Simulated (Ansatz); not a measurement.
**CH4ClFOSi (SMILES C[Si](O)(F)Cl) at HF/STO-3G**

What is the vertical ionisation energy of CH4ClFOSi at HF/STO-3G? 

Program for the calculation: Ansatz 0.2.0.

118 further runs of the same task are left out: 118 set aside as unsound or not needed.

## Step 1: The system as given

CH4ClFOSi has 9 atoms, charge 0, and is taken as a singlet. SMILES: `C[Si](O)(F)Cl`. The coordinates come from a PBE0-D4/def2-TZVP relaxation. This is one conformer, not always the lowest.

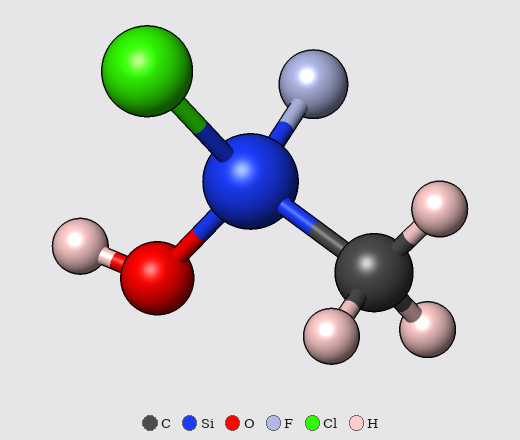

Viewed from a chosen angle; carbon dark grey, silicon blue, oxygen red, fluorine light blue, chlorine green, hydrogen pink.

## Step 2: A single-point energy at HF/STO-3G

Contents of in.yaml:

```yaml
crystal:
  periodic: [false, false, false]
  atoms:
    - symbol: C
      position_ang: [-1.142400, -0.178600, 0.512200]
    - symbol: Si
      position_ang: [0.561300, 0.218400, -0.038000]
    - symbol: O
      position_ang: [1.048100, -0.886600, -1.122500]
    - symbol: F
      position_ang: [1.553300, 0.230300, 1.206200]
    - symbol: Cl
      position_ang: [0.689400, 2.097500, -0.845100]
    - symbol: H
      position_ang: [-1.833600, -0.141900, -0.331500]
    - symbol: H
      position_ang: [-1.476300, 0.534700, 1.267700]
    - symbol: H
      position_ang: [-1.171800, -1.182300, 0.942400]
    - symbol: H
      position_ang: [1.860700, -0.738000, -1.608600]
basis:
  gaussian: {orbitals: STO-3G}
hamiltonian: {xc: hf}
accuracy: high
output: {orbitals: {seedname: orbitals}}
```

Run with:

```
ansatz run in.yaml --threads 1 --pin off --max-ram 3480MiB --events-out events.jsonl --progress --plain --runs-dir runs
```

The log of the run:

```text
Warning: RAYON_NUM_THREADS=1 ignored (pool sized by the plan → 1); use --threads N
Functional definition: HF
  name "HF"
  exchange = exact_x
  correlation = 0
790 factors; integrals over basis functions are off by at most 2.3e-8 eV
mean field evaluation 1: about -25899.9953 eV, gradient 2.7e1 eV
mean field evaluation 2: about -25900.1043 eV, gradient 2.7e1 eV
mean field evaluation 4: about -25903.0802 eV, gradient 1.4e0 eV
mean field evaluation 8: about -25903.0907 eV, gradient 2.4e-2 eV
mean field -25903.09066867 eV, -951.9210243281 hartree, gradient 1.1e-8 eV, S^2 0.000000; 0 other end points of the search recorded, 0 dependent functions left out
reference -25903.09066867 eV, -951.9210243281 hartree; 29, 29 occupied and 8, 8 virtual orbitals, 790 factors
Total energy: -25903.09066867 eV, -951.9210243281 hartree
```

Wall time 0.4 s (1 thread of Arm Neoverse V2, shared host).

## Step 3: The doublet cation

Contents of run.yaml:

```yaml
crystal:
  periodic: [false, false, false]
  atoms:
    - {symbol: C, position_ang: [-1.142400, -0.178600, 0.512200]}
    - {symbol: Si, position_ang: [0.561300, 0.218400, -0.038000]}
    - {symbol: O, position_ang: [1.048100, -0.886600, -1.122500]}
    - {symbol: F, position_ang: [1.553300, 0.230300, 1.206200]}
    - {symbol: Cl, position_ang: [0.689400, 2.097500, -0.845100]}
    - {symbol: H, position_ang: [-1.833600, -0.141900, -0.331500]}
    - {symbol: H, position_ang: [-1.476300, 0.534700, 1.267700]}
    - {symbol: H, position_ang: [-1.171800, -1.182300, 0.942400]}
    - {symbol: H, position_ang: [1.860700, -0.738000, -1.608600]}
basis:
  gaussian:
    orbitals: STO-3G
hamiltonian:
  xc: hf
total_charge: 1
accuracy: high
magnetization:
  spin_polarized: true
  initial_magnetization: 1
output:
  orbitals: {seedname: orbitals}
```

Run with:

```
ansatz run run.yaml --threads 1 --pin off --max-ram 3480MiB --events-out events.jsonl --progress --plain --runs-dir runs
```

The log of the run (excerpt; [...] marks lines left out):

```text
Warning: RAYON_NUM_THREADS=1 ignored (pool sized by the plan → 1); use --threads N
Functional definition: HF
  name "HF"
[...]
790 factors; integrals over basis functions are off by at most 2.3e-8 eV
[...]
mean field -25895.07569509 eV, -951.6264794818 hartree, gradient 2.4e-8 eV, S^2 0.755872; 4 other end points of the search recorded, 0 dependent functions left out
reference -25895.07569509 eV, -951.6264794818 hartree; 29, 28 occupied and 8, 9 virtual orbitals, 790 factors
Total energy: -25895.07569509 eV, -951.6264794818 hartree
```

Wall time 2.4 s (1 thread of Arm Neoverse V2, shared host); peak memory 0.12 GiB.

## Step 4: What came out

Level: HF/STO-3G.

| quantity | value |
| --- | --- |
| singlet CH4ClFOSi: total energy | -951.92102 Eh |
| singlet CH4ClFOSi: HOMO energy | -10.34 eV |
| singlet CH4ClFOSi: LUMO energy | 9.79 eV |
| singlet CH4ClFOSi: HOMO–LUMO gap | 20.12 eV |
| doublet cation: total energy | -951.62648 Eh |
| doublet cation: HOMO energy (highest over α and β) | -16.10 eV |
| doublet cation: LUMO energy (lowest over α and β) | -5.31 eV |
| doublet cation: ⟨S²⟩ | 0.756 |
| vertical ionisation energy (to the doublet cation) | 8.015 eV |

The vertical ionisation energy comes to 8.01 eV (773 kJ/mol). −ε(HOMO) before ionisation, 10.34 eV, is 2.32 eV above this ionisation energy. In a minimal basis such a difference can be off by several eV, whatever the method.
